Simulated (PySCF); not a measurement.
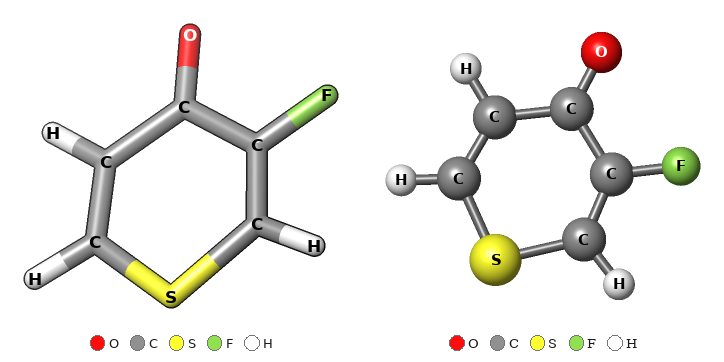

Two views of one molecule.

The computed structure is the end point of a PBE0-D3(BJ)/def2-SVP optimisation. No frequency run is at hand to confirm it as a minimum.

What does the picture show?

The molecule is C₅H₃FOS. SMILES: `O=c1ccscc1F`. Independent rings (smallest set): 1 of 6 members, 1 of them aromatic. Among its groups: C–F bond. The point group is Cs. All atoms lie on one plane. Coordination: 5 C trigonal planar; 1 S bent.

The parts below concern this one geometry. Atoms keep their numbers from picture to picture.

### Shape

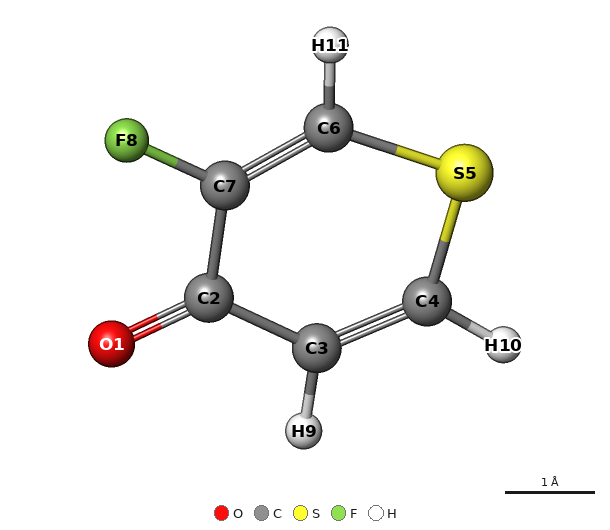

Numbered structure. No frequency run is at hand to confirm it as a minimum.

Give these bond angles: O1–C2–C3, C2–C3–C4, C2–C7–F8, C3–C2–C7, C3–C4–S5, C3–C4–H10, C4–C3–H9, C4–S5–C6, S5–C4–H10, S5–C6–H11, C6–C7–F8, C7–C6–H11.

```csv
angle,degrees
O1–C2–C3,123.2
C2–C3–C4,125.8
C2–C7–F8,115.0
C3–C2–C7,115.5
C3–C4–S5,125.8
C3–C4–H10,121.4
C4–C3–H9,119.3
C4–S5–C6,101.4
S5–C4–H10,112.8
S5–C6–H11,114.9
C6–C7–F8,119.0
C7–C6–H11,119.8
```

### Polarisability

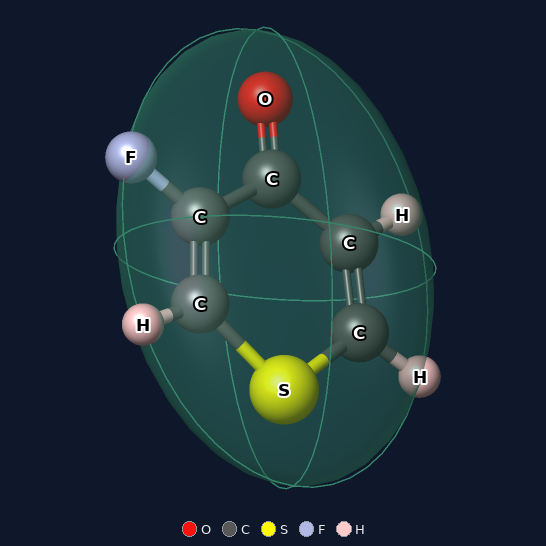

The ellipsoid shows the static dipole polarisability: its half-axes are proportional to the principal values. No frequency run is at hand to confirm it as a minimum. Level of theory: B3LYP/def2-SVPD (PySCF 2.14.0).

How large and how anisotropic is the polarisability?

Answer. Principal values 47.9, 84.0, 115.0 bohr³; mean 82.3 bohr³ (12.20 Å³); anisotropy 58.2 bohr³, so the longest axis is 2.40 times the shortest.

### Levels of theory compared

No frequency run is at hand to confirm it as a minimum. Program: PySCF 2.14.0.

At this fixed geometry, give HOMO–LUMO gap (eV) at these levels: B3LYP/def2-SVPD; B3LYP/def2-SVPD in benzene (IEF-PCM); B3LYP/def2-SVPD in cyclohexane (IEF-PCM); BHandHLYP/aug-pcX-1 (pcseg-1 on H) (def2-SVPD on S); PBE0/pcSseg-1 in benzene (IEF-PCM); PBE0/pcSseg-1 in cyclohexane (IEF-PCM).

```json
{"level": "B3LYP/def2-SVPD", "HOMO–LUMO gap (eV)": "4.82"}
{"level": "B3LYP/def2-SVPD in benzene (IEF-PCM)", "HOMO–LUMO gap (eV)": "4.84"}
{"level": "B3LYP/def2-SVPD in cyclohexane (IEF-PCM)", "HOMO–LUMO gap (eV)": "4.83"}
{"level": "BHandHLYP/aug-pcX-1 (pcseg-1 on H) (def2-SVPD on S)", "HOMO–LUMO gap (eV)": "7.04"}
{"level": "PBE0/pcSseg-1 in benzene (IEF-PCM)", "HOMO–LUMO gap (eV)": "5.23"}
{"level": "PBE0/pcSseg-1 in cyclohexane (IEF-PCM)", "HOMO–LUMO gap (eV)": "5.23"}
```

### NMR shielding

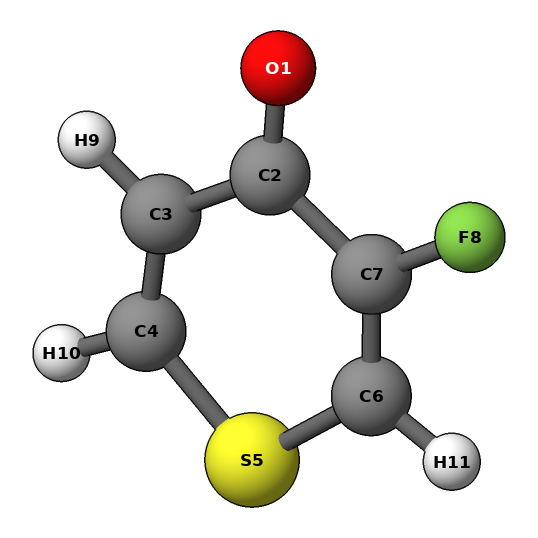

No frequency run is at hand to confirm it as a minimum. Properties computed with GIAO PBE0/pcSseg-1 NMR shielding, non-relativistic, IEF-PCM benzene (PySCF 2.14.0). Principal shieldings σ11 ≤ σ22 ≤ σ33, span Ω = σ33 − σ11, skew κ = 3(σiso − σ22)/Ω.

Give the shielding tensors of the F atoms.

| atom | σ11 | σ22 | σ33 | σiso | Ω | κ |
| --- | --- | --- | --- | --- | --- | --- |
| F8 | 202.0 | 263.6 | 405.6 | 290.4 | 203.6 | 0.39 |

Shieldings and span in ppm.

### Excitation

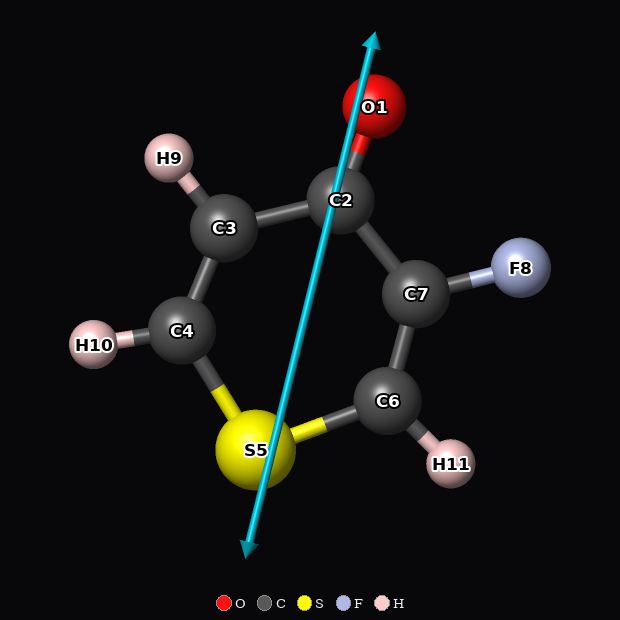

The double arrow shows the direction of the transition dipole to excited singlet state 2 (its length means nothing). No frequency run is at hand to confirm it as a minimum. Level of theory: TDDFT B3LYP/def2-SVPD, vertical, IEF-PCM cyclohexane (non-equilibrium linear response), core orbitals frozen in the response (PySCF 2.14.0).

How is the transition polarised?

Answer. In the molecular plane, nearly parallel to the C6–C7 bond.

Give its energy, strength and character.

Answer. 4.62 eV (268 nm), oscillator strength 0.31, mainly HOMO → LUMO (weight 0.92); transition dipole 4.21 D.
